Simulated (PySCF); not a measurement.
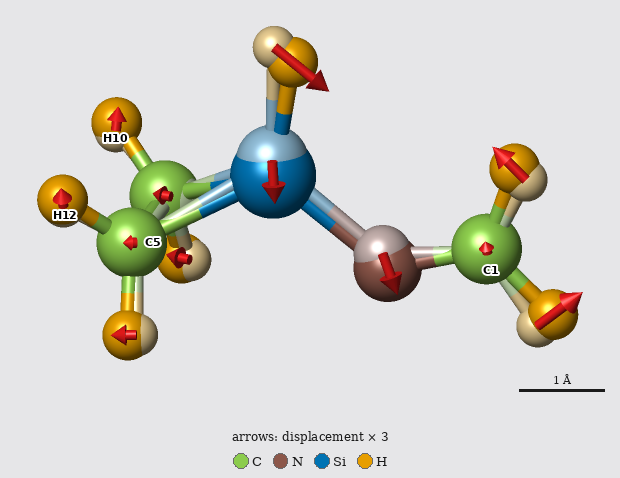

This is a relaxation of C3H7NSi. The starting structure is drawn faded, the final one solid; red arrows show the displacements, 3 times their true length. The two geometries are superimposed by the best rigid fit.

The picture is a ball-and-stick view, seen at a tilt.

The start comes from GFN2-xTB. Its atoms were then displaced at random by about 0.01 Å.

These are results of PBE0-D3(BJ)/def2-SVP geometry optimisation, gas phase (PySCF 2.14.0, density-fitted response routines), not measurements. 

Q: What did the optimiser do to the structure, and how much energy did it gain?

A: An H atom moves most after the best rigid fit: 0.28 Å. Largest moves by element: H 0.28 Å, N 0.18 Å, Si 0.18 Å, C 0.08 Å. Among the contacts that change: C–C 1.496 → 1.542 Å, C–H 1.062 → 1.106 Å, N–Si 1.706 → 1.739 Å, H–Si 1.464 → 1.490 Å. Bond angles that change, for instance: N–Si–H 126.4° → 117.2°, C–N–Si 135.9° → 126.9°, N–Si–C 108.9° → 115.8°. After 7 geometry steps the energy has fallen by 18.9 kJ/mol. The run took 34 s on 1 thread of Arm Neoverse V1 (shared host).
